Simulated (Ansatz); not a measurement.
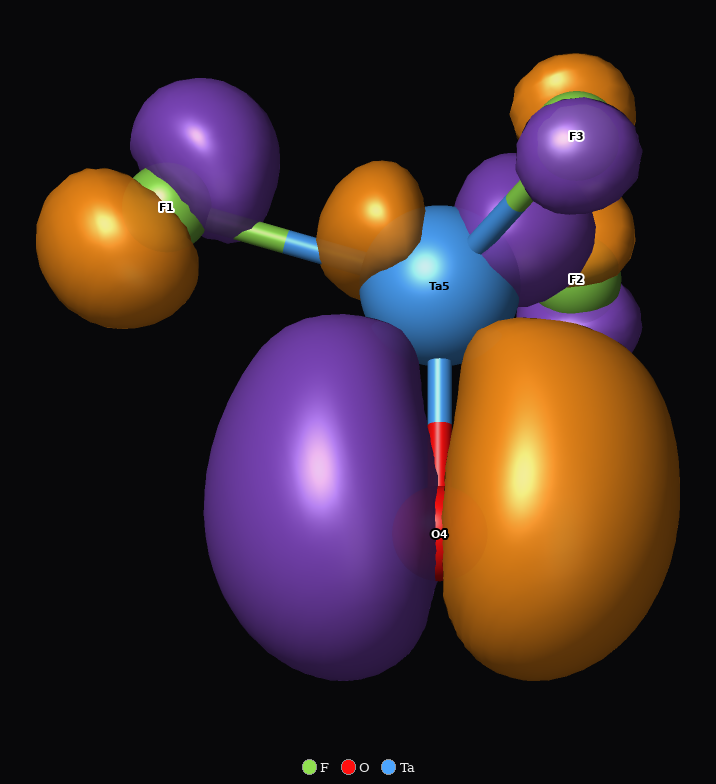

F3OTa. The HOMO at ±0.1 Å⁻³ᐟ² (orange and purple are the two phases), seen from one side.

Geometry: PBE0-D4/def2-SVP; core potentials replace the inner electrons of Ta.

Theory: isolated molecule in a Gaussian basis; Kohn-Sham density functional theory, functional PBE0 (Ansatz 0.2.0).

```xyz
5

F     1.5961   -1.0211   -0.0316
F    -1.1920   -0.5883   -1.3330
F    -0.7850   -0.0172    1.6936
O     0.4249    1.5836   -0.3657
Ta    0.0059   -0.0306   -0.0047
```

Question: What is the character of this orbital?

Answer: By Hirshfeld shares it lies mainly on O4 (about 70 %) and Ta5 (about 20 %). It is one of a degenerate set, so its orientation is arbitrary. Its energy is −10.35 eV.
